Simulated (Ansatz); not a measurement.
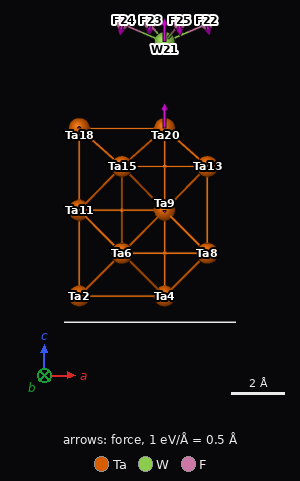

Starting geometry of a slab of composition Ta20WF4 (cut from the Im-3m phase) with the computed forces as purple arrows. Style: ball-and-stick. Shown: the cell of the calculation, outlined in the plane, without the vacuum (origin shifted), along the b axis.

Case: WF4 put at a top Ta site. The slab is the (1 0 0) face of Ta with WF4 on it. 8 atoms are held fixed.

Method: DFT PBE+D3(BJ), scalar-relativistic, plane waves, PAW (Ansatz). (plane-wave cutoff 420 eV; k-point mesh 5 × 5 × 1; occupations gaussian; smearing width 0.1 eV; collinear spin; dipole correction; atoms relaxed in a fixed cell; force threshold 0.03 eV/Å; at most 70 steps)

> What follows when this structure is relaxed?

It isn't relaxed: the largest force vector, on a Ta atom, is 2.03 eV/Å. The final displacements follow the starting forces only in part (cosine between the two patterns 0.32). The largest moves, 1.85 Å, are those of F atoms. By element the largest moves are F 1.85 Å, W 1.18 Å, Ta 0.32 Å. The lattice vectors keep their values. Among the contacts that change: F–Ta 4.381 → 2.344 Å, Ta–W 3.320 → 2.321 Å, Ta–Ta 3.142 → 3.478 Å, Ta–Ta 2.742 → 2.925 Å. New bonds form, among them: F–Ta (4.38 → 2.34 Å). Among the angles between lasting bonds that change: F–W–F 136.0° → 171.3°, F–W–F 81.9° → 89.7°. Over 13 geometry steps the energy falls by 2.424 eV per cell of the calculation. The largest force component goes from 2 to 0.013 eV/Å. The program noted that the starting moments weren't kept.

Limits of the set-up: the periodic images lie only 6.6 Å apart, so the values are limited by the cell's size.
